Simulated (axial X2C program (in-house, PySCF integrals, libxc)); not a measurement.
**GeGa: from the state search to constants**

What are the state, bond length, wavenumber and bond energy of GeGa, and what does spin–orbit coupling change?

Computed with an in-house X2C program for linear molecules on PySCF integrals. Level: all-electron X2C, Ge dyall-cv3z, Ga dyall-cv3z.

All values are calculated.

## (1) The job

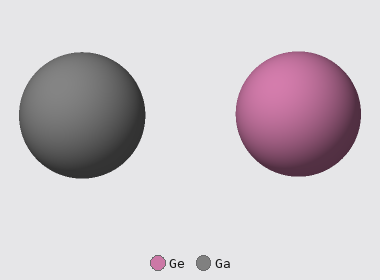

The two atoms at 2.450 Å (germanium pink, gallium grey).

The input, task.json:

```json
{
 "zs": [
  32,
  31
 ],
 "q": 0,
 "bas": [
  "dyall-cv3z",
  "dyall-cv3z"
 ],
 "levels": [
  "PBE0",
  "HF",
  "BHandHLYP"
 ],
 "cc": true,
 "r0": 2.45,
 "thr": -1.0,
 "nmax": 90,
 "npts": 10,
 "nst": 2,
 "ntry": 6
}
```

Keys: zs atomic numbers; q charge; bas basis sets; levels methods (HF also brings MP2); cc coupled cluster on or off; r0 starting distance in Å; thr threshold in hartree for freezing inner shells (an s shell follows its p shell); nmax most natural virtual spinors; npts points asked for on the curve; nst determinants followed; ntry starts of the search.

Started as:

```console
python so2c.py task.json out
```

Spin-free means the one-electron spin-free X2C Hamiltonian; two-component (2c) means X2C with spin–orbit coupling and atomic mean-field two-electron Coulomb and Gaunt terms. Basis: Ge dyall-cv3z contracted to [9s9p7d4f1g], Ga dyall-cv3z contracted to [9s9p7d4f1g]; Gaussian nuclei, density fitting. Masses: Ge 73.921 u, Ga 68.926 u.

Notation: σ, π±, δ± give the projection m of an orbital's angular momentum (0, ±1, ±2), α and β its spin, Λ and M_S the sums; ω is the projection of a spinor's total angular momentum and Ω the sum. Logs are in hartree.

The results follow Hamiltonian by Hamiltonian and level by level.

## (2) Which state to follow

Determinants are compared with PBE0 at 2.450 Å.

Spin-free determinants:

```json
{"ΔE (eV)": "0.00", "state": "M_S = 3/2, Λ = 0", "open shells": "beyond closed shells: σα, π+α, π-α"}
{"ΔE (eV)": "0.37", "state": "M_S = 1/2, Λ = 0", "open shells": "beyond closed shells: σβ, π+α, π-α"}
{"ΔE (eV)": "0.82", "state": "M_S = 1/2, Λ = 0", "open shells": "beyond closed shells: σα, π+β, π-α"}
{"ΔE (eV)": "0.82", "state": "M_S = 1/2, Λ = 2", "open shells": "beyond closed shells: σα, π+α, π+β"}
{"ΔE (eV)": "1.12", "state": "M_S = 1/2, Λ = 1", "open shells": "beyond closed shells: π+α"}
{"ΔE (eV)": "1.28", "state": "M_S = 1/2, Λ = 1", "open shells": "beyond closed shells: π+α, π+β, π-α"}
{"ΔE (eV)": "2.55", "state": "M_S = 3/2, Λ = 1", "open shells": "beyond closed shells: 2 × π+α, π-α"}
```

Two-component determinants:

```tsv
ΔE (eV)	state	open shells
0.00	Ω = 3/2	excess of +ω over −ω: ω = 3/2
0.37	Ω = 1/2	excess of +ω over −ω: 2 × ω = -1/2, ω = 3/2
0.72	Ω = 1/2	excess of +ω over −ω: ω = 1/2
0.82	Ω = 5/2	excess of +ω over −ω: 2 × ω = 1/2, ω = 3/2
0.92	Ω = 1/2	excess of +ω over −ω: ω = 1/2
2.60	Ω = 5/2	excess of +ω over −ω: ω = -1/2, 2 × ω = 3/2
2.77	Ω = 7/2	excess of +ω over −ω: ω = 1/2, 2 × ω = 3/2
```

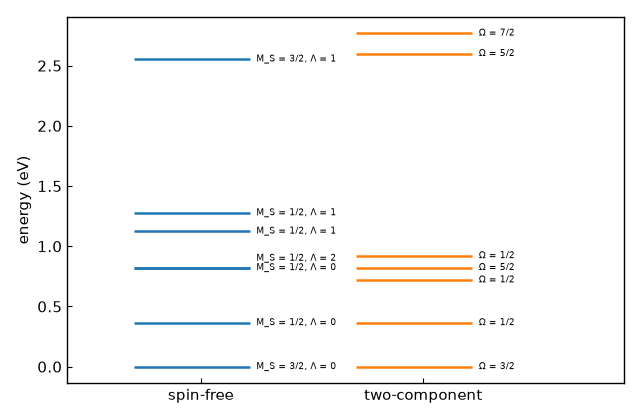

The determinants found, each set from its own lowest.

## (3) PBE0, spin-free

State followed: M_S = 3/2, Λ = 0 (beyond closed shells: σα, π+α, π-α). The scan is laid around 2.476 Å, a first estimate of the minimum, and this SCF restarts from the orbitals of the search.

Output at 2.476 Å:

```text
spin-free X2C-1e  PBE0
basis functions 216  fitting functions 1240  grid points 5802
iter        total energy     max residual
   1      -4041.943491884     1.98e+00
   2      -4042.249237848     2.80e-02
   3      -4042.249886147     6.28e-03
   4      -4042.250221022     6.56e-03
   5      -4042.250268776     1.01e-03
   6      -4042.250280660     1.07e-03
   7      -4042.250282436     3.07e-04
   8      -4042.250282832     2.65e-04
   9      -4042.250283097     1.04e-04
  10      -4042.250283108     2.47e-05
  11      -4042.250283111     1.96e-05
converged
one-electron -6055.36917054  Coulomb 1956.94180489  exact exchange -38.23672795  xc functional -117.59903007  nuclear repulsion 212.01284056
```

Along the bond, energies from the lowest point:

| R (Å) | E (eV) | μ (D) | HOMO (eV) | LUMO (eV) | iterations |
| --- | --- | --- | --- | --- | --- |
| 2.154 | 0.4699 | 0.59 | -5.59 | -2.91 | 26 |
| 2.253 | 0.1897 | 0.76 | -5.63 | -2.78 | 21 |
| 2.327 | 0.0726 | 0.90 | -5.66 | -2.69 | 19 |
| 2.402 | 0.0140 | 1.06 | -5.67 | -2.63 | 17 |
| 2.476 | 0.0000 | 1.24 | -5.58 | -2.63 | 11 |
| 2.563 | 0.0253 | 1.46 | -5.46 | -2.63 | 17 |
| 2.649 | 0.0832 | 1.70 | -5.35 | -2.62 | 16 |
| 2.761 | 0.1899 | 2.01 | -5.22 | -2.60 | 16 |
| 2.897 | 0.3504 | 2.41 | -5.07 | -2.57 | 16 |
| 3.095 | 0.6106 | 2.98 | -4.89 | -2.52 | 16 |

Dipoles are positive if Ga is the positive end.

Outer orbitals at the reference distance:

| symmetry | occupied | ε (eV) | atomic character |
| --- | --- | --- | --- |
| σα | yes | -32.33 | 100% Ge d |
| δ+α | yes | -32.33 | 100% Ge d |
| δ-α | yes | -32.33 | 100% Ge d |
| π+α | yes | -32.32 | 100% Ge d |
| π-α | yes | -32.32 | 100% Ge d |
| σβ | yes | -32.19 | 100% Ge d |
| δ-β | yes | -32.18 | 100% Ge d |
| δ+β | yes | -32.18 | 100% Ge d |
| π+β | yes | -32.17 | 100% Ge d |
| π-β | yes | -32.17 | 100% Ge d |
| δ+α | yes | -22.69 | 100% Ga d |
| δ-α | yes | -22.69 | 100% Ga d |
| σα | yes | -22.66 | 100% Ga d |
| δ+β | yes | -22.65 | 100% Ga d |
| δ-β | yes | -22.65 | 100% Ga d |
| π-α | yes | -22.64 | 100% Ga d |
| π+α | yes | -22.64 | 100% Ga d |
| σβ | yes | -22.56 | 100% Ga d |
| π+β | yes | -22.55 | 100% Ga d |
| π-β | yes | -22.55 | 100% Ga d |
| σα | yes | -14.41 | 64% Ge s, 19% Ga s, 9% Ga p |
| σβ | yes | -12.34 | 59% Ge s, 26% Ga s, 8% Ga p |
| σα | yes | -10.15 | 55% Ga s, 21% Ge p, 15% Ge s |
| σβ | yes | -8.77 | 51% Ga s, 21% Ge s, 16% Ge p |
| σα | yes | -5.68 | 45% Ge p, 41% Ga p, 10% Ga s |
| π+α | yes | -5.58 | 70% Ge p, 25% Ga p, 4% Ga d |
| π-α | yes | -5.58 | 70% Ge p, 25% Ga p, 4% Ga d |
| σβ | no | -2.63 | 46% Ge p, 42% Ga p, 8% Ga s |
| π-β | no | -2.53 | 50% Ge p, 47% Ga p |
| π+β | no | -2.53 | 50% Ge p, 47% Ga p |
| π+α | no | -1.59 | 67% Ga p, 21% Ge p, 6% Ge d |

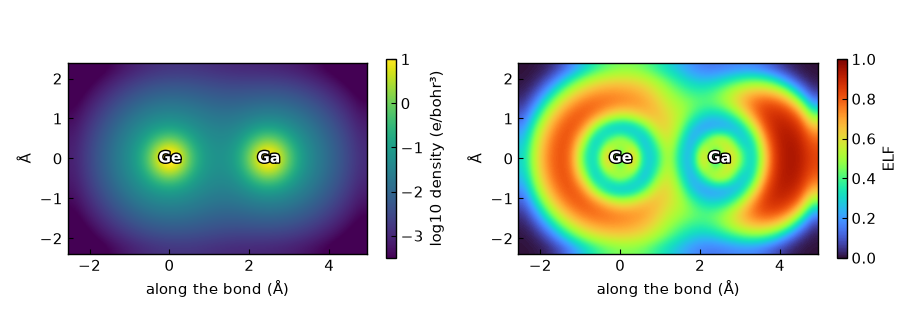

PBE0 fields in a plane through the axis, from a grid of 0.3 Å; Ge lies at z = 0 and Ga at z = 2.476 Å; the ELF is damped to zero where the density is low.

Re = 2.467 Å, ωe = 218.5 cm⁻¹, ωexe = 0.675 cm⁻¹, Be = 0.07768 cm⁻¹, De = 2.40 eV, μ = 1.22 D.

## (4) HF, spin-free

The SCF at the reference distance of 2.476 Å:

```text
spin-free X2C-1e  HF
basis functions 216  fitting functions 1240  grid points 5802
iter        total energy     max residual
   1      -4039.361436886     2.87e-01
   2      -4039.399779875     1.32e-02
   3      -4039.401463380     2.17e-02
   4      -4039.402337332     4.71e-03
   5      -4039.402443063     1.25e-03
   6      -4039.402500496     2.60e-03
   7      -4039.402514684     6.30e-04
   8      -4039.402520488     2.58e-04
   9      -4039.402522087     2.03e-04
  10      -4039.402522447     8.56e-05
  11      -4039.402522638     5.53e-05
  12      -4039.402522670     2.96e-05
  13      -4039.402522675     5.86e-06
  14      -4039.402522675     2.36e-06
converged
one-electron -6056.13874909  Coulomb 1957.90223428  exact exchange -153.17884843  xc functional 0.00000000  nuclear repulsion 212.01284056
```

Re = 2.547 Å, ωe = 198.8 cm⁻¹, ωexe = 0.62 cm⁻¹, Be = 0.07283 cm⁻¹, De = 1.48 eV, μ = 2.12 D.

## (5) BHandHLYP, spin-free

The SCF at the reference distance of 2.476 Å:

```text
spin-free X2C-1e  BHandHLYP
basis functions 216  fitting functions 1240  grid points 5802
iter        total energy     max residual
   1      -4042.679569674     9.59e-02
   2      -4042.682324748     7.96e-03
   3      -4042.682518339     1.71e-02
   4      -4042.682743631     4.79e-04
   5      -4042.682745502     5.03e-04
   6      -4042.682748568     1.21e-04
   7      -4042.682748843     5.18e-05
   8      -4042.682748902     2.56e-05
   9      -4042.682748908     6.27e-06
converged
one-electron -6056.03487636  Coulomb 1957.67239149  exact exchange -76.51498712  xc functional -79.81811748  nuclear repulsion 212.01284056
```

Re = 2.478 Å, ωe = 215.7 cm⁻¹, ωexe = 0.659 cm⁻¹, Be = 0.07698 cm⁻¹, De = 2.03 eV, μ = 1.44 D.

## (6) MP2 and beyond, spin-free

Correlated methods: 7 electrons correlated (frozen shells, counted by type: Ge 3 s, 2 p, 1 d; Ga 3 s, 2 p, 1 d), 297 virtual spinors in MP2, 90 natural virtuals in coupled cluster.

Output of the correlated part at 2.476 Å:

```text
correlated 7  virtual 297  natural virtual 90  E(MP2) -0.112714218  MP2 remainder -0.002899569
iter   CCSD correlation   residual
   1     -0.125966663   1.21e-01
   2     -0.132205132   5.00e-02
   3     -0.132865809   1.79e-02
   4     -0.133130428   9.42e-03
   5     -0.133176980   4.50e-03
   6     -0.133191442   1.53e-03
   7     -0.133203419   5.67e-04
   8     -0.133200803   2.30e-04
   9     -0.133200444   8.42e-05
  10     -0.133200759   2.77e-05
  11     -0.133201063   9.53e-06
  12     -0.133201143   3.70e-06
  13     -0.133201176   1.60e-06
  14     -0.133201177   6.05e-07
(T) -0.006955785  T1 0.0389  D1 0.0591  max T2 0.071
```

T1 in the output is the amplitude norm over the root of the electron number; divide by √2 for the Lee–Taylor value.

MP2: Re = 2.488 Å, ωe = 221.6 cm⁻¹, Be = 0.07638 cm⁻¹, De = 2.18 eV.

CCSD: Re = 2.503 Å, ωe = 216.6 cm⁻¹, ωexe = 0.634 cm⁻¹, Be = 0.07543 cm⁻¹, De = 2.07 eV. T1 at Re = 0.028 (Lee–Taylor, the printed value over √2).

CCSD(T): Re = 2.499 Å, ωe = 218.6 cm⁻¹, ωexe = 0.634 cm⁻¹, Be = 0.07567 cm⁻¹, De = 2.19 eV. T1 at Re = 0.028 (Lee–Taylor, the printed value over √2).

## (7) A higher determinant, spin-free

State: M_S = 1/2, Λ = 0 (beyond closed shells: σβ, π+α, π-α).

Output at the reference distance:

```text
spin-free X2C-1e  PBE0
basis functions 216  fitting functions 1240  grid points 5802
iter        total energy     max residual
   1      -4041.931379973     1.96e+00
   2      -4042.235735451     2.86e-02
   3      -4042.236394899     6.16e-03
   4      -4042.236694797     6.70e-03
   5      -4042.236746764     9.96e-04
   6      -4042.236758076     1.03e-03
   7      -4042.236759713     2.94e-04
   8      -4042.236760351     2.70e-04
   9      -4042.236760562     1.03e-04
  10      -4042.236760572     1.99e-05
  11      -4042.236760574     1.84e-05
converged
one-electron -6055.20089201  Coulomb 1956.77251178  exact exchange -38.23277937  xc functional -117.58844153  nuclear repulsion 212.01284056
```

| R (Å) | E above the lowest PBE0 point (eV) |
| --- | --- |
| 2.154 | 0.803 |
| 2.253 | 0.533 |
| 2.327 | 0.424 |
| 2.402 | 0.374 |
| 2.476 | 0.368 |
| 2.563 | 0.402 |
| 2.649 | 0.468 |
| 2.761 | 0.582 |
| 2.897 | 0.747 |

Re = 2.449 Å, ωe = 224.6 cm⁻¹, ωexe = 0.788 cm⁻¹, Be = 0.07878 cm⁻¹, μ = 1.21 D. ⟨S²⟩ = 1.77 against 0.75 for a pure state, so this determinant mixes spins. Te = 0.37 eV.

## (8) The spin-free curves together

Energy (eV) of the followed determinant, spin-free, from each level's lowest point:

| R (Å) | PBE0 | HF | MP2 | CCSD | CCSD(T) | BHandHLYP |
| --- | --- | --- | --- | --- | --- | --- |
| 2.154 | 0.470 | 0.671 | 0.559 | n/a | n/a | 0.499 |
| 2.253 | 0.190 | 0.326 | 0.239 | 0.264 | 0.260 | 0.208 |
| 2.327 | 0.073 | 0.165 | 0.101 | 0.117 | 0.114 | 0.084 |
| 2.402 | 0.014 | 0.065 | 0.026 | 0.034 | 0.032 | 0.019 |
| 2.476 | 0.000 | 0.014 | 0.000 | 0.000 | 0.000 | 0.000 |
| 2.563 | 0.025 | 0.000 | 0.016 | 0.008 | 0.010 | 0.020 |
| 2.649 | 0.083 | 0.023 | 0.069 | 0.053 | 0.057 | 0.073 |
| 2.761 | 0.190 | 0.091 | 0.175 | 0.148 | 0.156 | 0.174 |
| 2.897 | 0.350 | 0.212 | 0.342 | n/a | n/a | 0.329 |
| 3.095 | 0.611 | 0.420 | 0.622 | n/a | n/a | 0.582 |

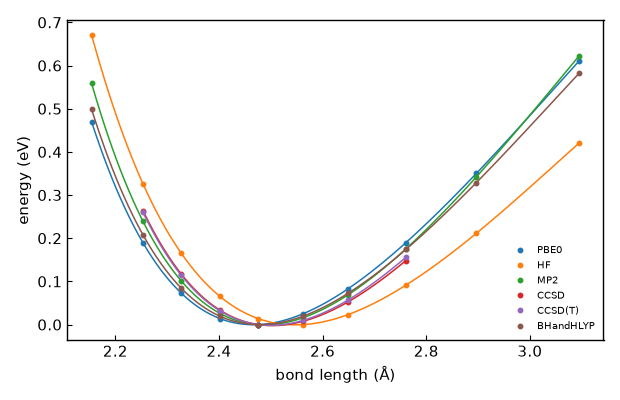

Curves of the followed state, spin-free, each from its own lowest point.

[end of part 1 of 2]
